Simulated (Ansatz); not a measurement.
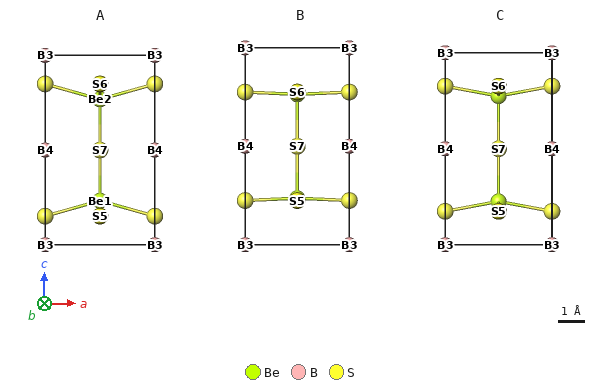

3 geometries from one relaxation of solid Be₂B₂S₅ (a generated structure, set up in P4/mmm) (coarse preliminary run), in shuffled order. The picture is a ball-and-stick view of the cell of the calculation, seen along the b axis.

Level of theory: DFT PBE, scalar-relativistic, plane waves, PAW in Ansatz. Set-up: plane-wave cutoff 420 eV; k-point mesh 4 × 4 × 2; occupations gaussian; smearing width 0.1 eV; no spin polarisation; cell and atoms relaxed; force threshold 0.04 eV/Å; at most 70 steps.

Put them in the order of the run, from the start to the converged end.

Answer. B, C, A. They are steps 0, 2, 7, at +259 meV per atom, +58.5 meV per atom relative to the last. The energy falls by 259 meV per atom in 6 accepted moves (7 points after the start). The largest force component goes from 1.2 to 0.039 eV/Å. The pressure goes from 6.54 to 0.06 GPa. The SCF was repeated once at an unchanged geometry on a basis and grid sized afresh for the cell, which shifted the energy by 0.3 meV per atom at most. The largest moves relative to the cell, 0.55 Å, are those of S atoms. By element the largest moves are S 0.55 Å, Be 0.03 Å. B stays in place. Cell: a = b 4.080 → 4.293 Å (+5.2 %), c 7.707 → 7.413 Å (−3.8 %). Volume +6.5 %. Among the contacts that change: S–S 3.460 → 2.237 Å, Be–S 2.042 → 2.230 Å, Be–S 2.033 → 1.984 Å. New bonds form: S–S (3.46 → 2.24 Å). Bond angles that change, for instance: Be–S–Be 174.9° → 148.6°, S–Be–S 174.9° → 148.6°, S–Be–S 92.5° → 105.7°. The space group stays P4/mmm (No. 123). Cost: 47 s on 1 thread of Arm Neoverse N1, with other jobs on the host, peak memory 0.37 GiB.

Limits of the set-up: the k-point mesh is coarse for a cell with partly filled bands.
